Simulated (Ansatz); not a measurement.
## Run report: CH$_{10}$N$_{2}$OSi$_{2}$, geometry relaxation (part 1 of 2)

- system: CH$_{10}$N$_{2}$OSi$_{2}$
- method: RKS BHLYP-D4/6-31G* (Ansatz 0.2.0)

It belongs to a series of runs on one base structure; here: start relaxed. Figures and captions count atoms from 1; the log counts them from 0 in places.

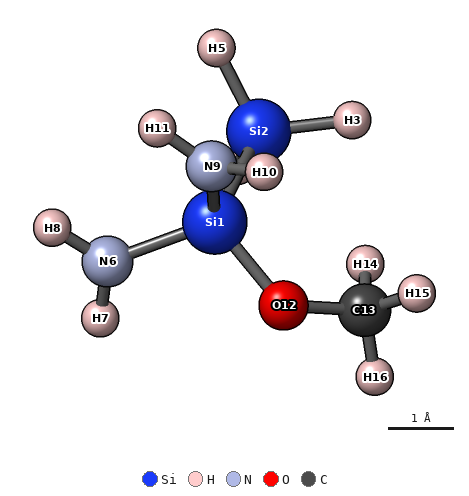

The starting structure (ball-and-stick view, seen at a tilt; atoms are numbered from 1 in the order of the input).

Results in brief

| quantity | value |
| --- | --- |
| outcome | converged |
| total energy | −21980.4400 eV |
| mean-field energy | −21979.9481 eV |
| largest force (length of the vector) at the end | 0.013 eV/Å |
| hardware | 2 threads of Arm Neoverse V1, 24 GiB of memory available, shared host |
| wall time | 3.2 min (CPU time 6.1 min) |
| peak memory | 0.31 GiB |

Input file
```yaml
crystal:
  periodic: [false, false, false]
  atoms:
    - { symbol: Si, position_ang: [0.0, 0.0, 0.0] }
    - { symbol: Si, position_ang: [0.0, 0.0, 2.22] }
    - { symbol: H, position_ang: [-1.3148, -0.4067, 2.7074] }
    - { symbol: H, position_ang: [1.0096, -0.9353, 2.7074] }
    - { symbol: H, position_ang: [0.3052, 1.342, 2.7074] }
    - { symbol: "N", position_ang: [1.7163, 0.0, -0.6061] }
    - { symbol: H, position_ang: [2.2145, -0.918, -0.7868] }
    - { symbol: H, position_ang: [2.2175, 0.918, -0.7783] }
    - { symbol: "N", position_ang: [-0.8572, 1.4851, -0.6061] }
    - { symbol: H, position_ang: [-1.8773, 1.43, -0.8888] }
    - { symbol: H, position_ang: [-0.3367, 2.4058, -0.6766] }
    - { symbol: O, position_ang: [-0.7913, -1.3709, -0.5594] }
    - { symbol: C, position_ang: [-1.5365, -2.2685, 0.2501] }
    - { symbol: H, position_ang: [-1.2251, -2.1576, 1.3097] }
    - { symbol: H, position_ang: [-2.6187, -2.04, 0.1571] }
    - { symbol: H, position_ang: [-1.349, -3.3106, -0.083] }
basis:
  gaussian: { orbitals: "6-31G*" }
hamiltonian:
  xc: { name: BHLYP }
  dispersion: d4
relax:
  f_tol: 0.02
  max_steps: 40
```

Launched with:
```bash
ansatz run input.yaml --threads 2 --pin off --max-ram 3072MiB --backend cpu --events-out ev --progress --plain --runs-dir out
```

Output
```
The last accepted step is kept in [file] (removed where the run ends without a failure and the disk answers)
Engine: ansatz 0.2.0, aarch64-unknown-linux-gnu
Functional definition: BHLYP
  parameter a = 0.5
  exchange = (1 - a)*b88_x + a*exact_x
  correlation = lyp_c
1312 factors; integrals over basis functions are off by at most 6.2e-4 eV
mean field evaluation 1: about -21970.4447 eV, gradient 6.6e1 eV
mean field evaluation 2: about -21969.0163 eV, gradient 7.0e1 eV
mean field evaluation 4: about -21978.7277 eV, gradient 2.3e0 eV
mean field evaluation 8: about -21978.7993 eV, gradient 1.1e-1 eV
mean field evaluation 16: about -21978.7993 eV, gradient 5.5e-5 eV
mean field -21978.79932236 eV, -807.7059773314 hartree, gradient 5.5e-5 eV, S^2 0.000000; 0 other end points of the search recorded, 0 dependent functions left out
the calculation of the forces begins
reference -21978.79951505 eV, -807.7059844126 hartree; 33, 33 occupied and 85, 85 virtual orbitals, 1312 factors
relax step   1: F+E_penalty+E_count = -21979.29306330 eV  Δ(F+E_penalty+E_count) = +0.000e0 eV  max|allowed force component| = 3.234e0 eV/Å  Δτ_max = 0.0000 Å  (27 SCF iters, accepted)
these checks for a lower state are left out or cut short: starts, cluster_reference, orbital_swaps, neighbouring_geometries, increment
1312 factors; integrals over basis functions are off by at most 6.4e-4 eV
mean field -21979.58956786 eV, -807.7350183181 hartree, gradient 2.0e-5 eV, S^2 0.000000; 0 other end points of the search recorded, 0 dependent functions left out
[... from here on the field's lines of each further geometry are left out, up to the last ...]
relax step   2: F+E_penalty+E_count = -21980.08052568 eV  Δ(F+E_penalty+E_count) = -7.875e-1 eV  max|allowed force component| = 1.527e0 eV/Å  Δτ_max = 0.1951 Å  (30 SCF iters, accepted)
relax step   3: F+E_penalty+E_count = -21980.21241838 eV  Δ(F+E_penalty+E_count) = -1.319e-1 eV  max|allowed force component| = 3.807e-1 eV/Å  Δτ_max = 0.0942 Å  (30 SCF iters, accepted)
relax step   4: F+E_penalty+E_count = -21980.23950018 eV  Δ(F+E_penalty+E_count) = -2.708e-2 eV  max|allowed force component| = 2.415e-1 eV/Å  Δτ_max = 0.0954 Å  (30 SCF iters, accepted)
relax step   5: F+E_penalty+E_count = -21980.30000671 eV  Δ(F+E_penalty+E_count) = -6.051e-2 eV  max|allowed force component| = 5.464e-1 eV/Å  Δτ_max = 0.2000 Å  (29 SCF iters, accepted)
relax step   6: F+E_penalty+E_count = -21980.31332908 eV  Δ(F+E_penalty+E_count) = -1.332e-2 eV  max|allowed force component| = 1.283e0 eV/Å  Δτ_max = 0.1951 Å  (30 SCF iters, accepted)
relax step   7: F+E_penalty+E_count = -21980.39570768 eV  Δ(F+E_penalty+E_count) = -8.238e-2 eV  max|allowed force component| = 4.254e-1 eV/Å  Δτ_max = 0.1999 Å  (29 SCF iters, accepted)
relax step   8: F+E_penalty+E_count = -21980.40003226 eV  Δ(F+E_penalty+E_count) = -4.325e-3 eV  max|allowed force component| = 4.502e-1 eV/Å  Δτ_max = 0.2000 Å  (29 SCF iters, accepted)
relax step   9: F+E_penalty+E_count = -21980.42309010 eV  Δ(F+E_penalty+E_count) = -2.306e-2 eV  max|allowed force component| = 2.099e-1 eV/Å  Δτ_max = 0.2000 Å  (30 SCF iters, accepted)
relax step  10: F+E_penalty+E_count = -21980.42780893 eV  Δ(F+E_penalty+E_count) = -4.719e-3 eV  max|allowed force component| = 1.358e-1 eV/Å  Δτ_max = 0.0578 Å  (30 SCF iters, accepted)
relax step  11: F+E_penalty+E_count = -21980.43042086 eV  Δ(F+E_penalty+E_count) = -2.612e-3 eV  max|allowed force component| = 7.183e-2 eV/Å  Δτ_max = 0.0749 Å  (30 SCF iters, accepted)
relax step  12: F+E_penalty+E_count = -21980.43087523 eV  Δ(F+E_penalty+E_count) = -4.544e-4 eV  max|allowed force component| = 9.809e-2 eV/Å  Δτ_max = 0.0370 Å  (31 SCF iters, accepted)
relax step  13: F+E_penalty+E_count = -21980.43187972 eV  Δ(F+E_penalty+E_count) = -1.004e-3 eV  max|allowed force component| = 1.163e-1 eV/Å  Δτ_max = 0.0352 Å  (31 SCF iters, accepted)
relax step  14: F+E_penalty+E_count = -21980.43250884 eV  Δ(F+E_penalty+E_count) = -6.291e-4 eV  max|allowed force component| = 7.657e-2 eV/Å  Δτ_max = 0.0251 Å  (31 SCF iters, accepted)
relax step  15: F+E_penalty+E_count = -21980.43327642 eV  Δ(F+E_penalty+E_count) = -7.676e-4 eV  max|allowed force component| = 8.919e-2 eV/Å  Δτ_max = 0.0880 Å  (29 SCF iters, accepted)
relax step  16: F+E_penalty+E_count = -21980.43416673 eV  Δ(F+E_penalty+E_count) = -8.903e-4 eV  max|allowed force component| = 5.916e-2 eV/Å  Δτ_max = 0.0268 Å  (31 SCF iters, accepted)
relax step  17: F+E_penalty+E_count = -21980.43499470 eV  Δ(F+E_penalty+E_count) = -8.280e-4 eV  max|allowed force component| = 7.556e-2 eV/Å  Δτ_max = 0.0423 Å  (30 SCF iters, accepted)
relax step  18: F+E_penalty+E_count = -21980.43563285 eV  Δ(F+E_penalty+E_count) = -6.381e-4 eV  max|allowed force component| = 5.124e-2 eV/Å  Δτ_max = 0.0488 Å  (30 SCF iters, accepted)
relax step  19: F+E_penalty+E_count = -21980.43567010 eV  Δ(F+E_penalty+E_count) = -3.724e-5 eV  max|allowed force component| = 1.075e-1 eV/Å  Δτ_max = 0.0903 Å  (30 SCF iters, accepted)
relax step  20: F+E_penalty+E_count = -21980.43624828 eV  Δ(F+E_penalty+E_count) = -5.782e-4 eV  max|allowed force component| = 6.408e-2 eV/Å  Δτ_max = 0.0197 Å  (24 SCF iters, accepted)
relax step  21: F+E_penalty+E_count = -21980.43656872 eV  Δ(F+E_penalty+E_count) = -3.204e-4 eV  max|allowed force component| = 4.683e-2 eV/Å  Δτ_max = 0.0335 Å  (31 SCF iters, accepted)
relax step  22: F+E_penalty+E_count = -21980.43702070 eV  Δ(F+E_penalty+E_count) = -4.520e-4 eV  max|allowed force component| = 2.234e-2 eV/Å  Δτ_max = 0.0272 Å  (23 SCF iters, accepted)
relax step  23: F+E_penalty+E_count = -21980.43701845 eV  Δ(F+E_penalty+E_count) = +2.249e-6 eV  max|allowed force component| = 1.272e-1 eV/Å  Δτ_max = 0.0876 Å  (30 SCF iters, rejected (line search))
relax step  24: F+E_penalty+E_count = -21980.43748254 eV  Δ(F+E_penalty+E_count) = -4.618e-4 eV  max|allowed force component| = 1.027e-2 eV/Å  Δτ_max = 0.0427 Å  (30 SCF iters, accepted)
relax step  25: F+E_penalty+E_count = -21980.43714570 eV  Δ(F+E_penalty+E_count) = +3.368e-4 eV  max|allowed force component| = 1.525e-1 eV/Å  Δτ_max = 0.0978 Å  (30 SCF iters, rejected (line search))
relax step  26: F+E_penalty+E_count = -21980.43782298 eV  Δ(F+E_penalty+E_count) = -3.404e-4 eV  max|allowed force component| = 2.941e-2 eV/Å  Δτ_max = 0.0476 Å  (30 SCF iters, accepted)
relax step  27: F+E_penalty+E_count = -21980.43788244 eV  Δ(F+E_penalty+E_count) = -5.946e-5 eV  max|allowed force component| = 7.745e-2 eV/Å  Δτ_max = 0.0488 Å  (30 SCF iters, accepted)
relax step  28: F+E_penalty+E_count = -21980.43802552 eV  Δ(F+E_penalty+E_count) = -1.431e-4 eV  max|allowed force component| = 9.781e-2 eV/Å  Δτ_max = 0.0325 Å  (31 SCF iters, accepted)
relax step  29: F+E_penalty+E_count = -21980.43721747 eV  Δ(F+E_penalty+E_count) = +8.081e-4 eV  max|allowed force component| = 1.012e-1 eV/Å  Δτ_max = 0.1036 Å  (30 SCF iters, rejected (line search))
relax step  30: F+E_penalty+E_count = -21980.43874187 eV  Δ(F+E_penalty+E_count) = -7.163e-4 eV  max|allowed force component| = 5.348e-2 eV/Å  Δτ_max = 0.0507 Å  (30 SCF iters, accepted)
relax step  31: F+E_penalty+E_count = -21980.43900014 eV  Δ(F+E_penalty+E_count) = -2.583e-4 eV  max|allowed force component| = 4.195e-2 eV/Å  Δτ_max = 0.0308 Å  (31 SCF iters, accepted)
relax step  32: F+E_penalty+E_count = -21980.43931652 eV  Δ(F+E_penalty+E_count) = -3.164e-4 eV  max|allowed force component| = 3.550e-2 eV/Å  Δτ_max = 0.0445 Å  (30 SCF iters, accepted)
relax step  33: F+E_penalty+E_count = -21980.43962997 eV  Δ(F+E_penalty+E_count) = -3.135e-4 eV  max|allowed force component| = 4.053e-2 eV/Å  Δτ_max = 0.0599 Å  (30 SCF iters, accepted)
relax step  34: F+E_penalty+E_count = -21980.43962461 eV  Δ(F+E_penalty+E_count) = +5.365e-6 eV  max|allowed force component| = 5.862e-2 eV/Å  Δτ_max = 0.0285 Å  (31 SCF iters, rejected (line search))
relax step  35: F+E_penalty+E_count = -21980.43976149 eV  Δ(F+E_penalty+E_count) = -1.315e-4 eV  max|allowed force component| = 1.251e-2 eV/Å  Δτ_max = 0.0139 Å  (24 SCF iters, accepted)
the calculation of the forces begins
reference -21979.94808887 eV, -807.7481937222 hartree; 33, 33 occupied and 85, 85 virtual orbitals, 1312 factors
relax step  36: F+E_penalty+E_count = -21980.43978962 eV  Δ(F+E_penalty+E_count) = -2.813e-5 eV  max|allowed force component| = 1.263e-2 eV/Å  Δτ_max = 0.0318 Å  (31 SCF iters, accepted)
```

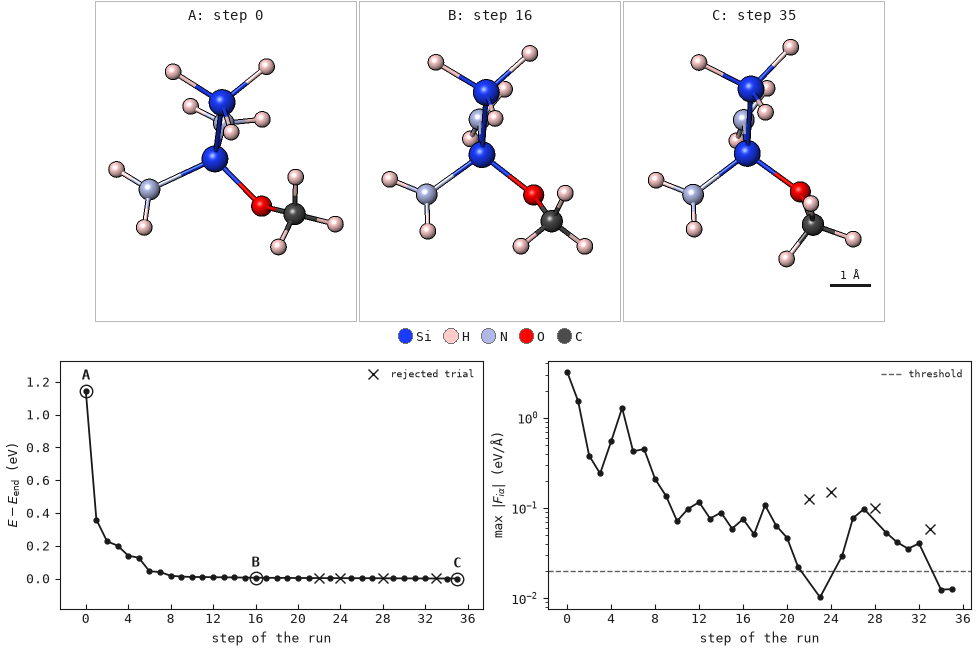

Frames of the relaxation (ball-and-stick view, seen at a tilt) above the curves, on which the letters mark them (the first geometry is step 0 here and step 1 in the log).

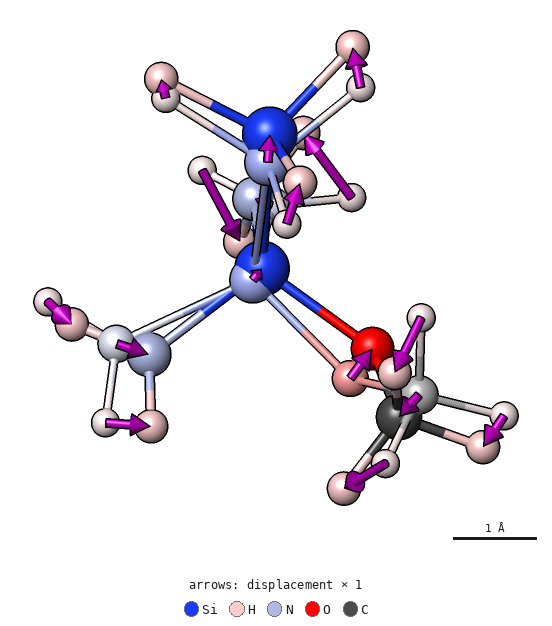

Start (faint) and end (solid) with the displacements as pink arrows, at true length (ball-and-stick view, seen at a tilt). The two geometries are laid on each other by the best rigid fit. The largest moves after the best rigid fit, 1.02 Å, are those of H7 and H8. By element the largest moves are H 1.02 Å, O 0.45 Å, N 0.41 Å, C 0.37 Å, Si 0.34 Å. Among the contacts that change: Si1–Si2 2.220 → 2.340 Å, Si1–N6 1.820 → 1.706 Å, Si1–N9 1.819 → 1.716 Å, N6–H7 1.060 → 1.003 Å. Among the angles that change: H10–N9–H11 120.0° → 111.7°, Si2–Si1–N9 109.5° → 115.3°, N6–Si1–O12 109.5° → 113.0°. After 35 geometry steps the energy has fallen by 1.147 eV. The largest force component goes from 3.2 to 0.013 eV/Å. The line search rejected the trial steps at points 22, 24, 28, 33 (counted from 0) and went back. (Atoms are counted from 1 in the order of the input.)
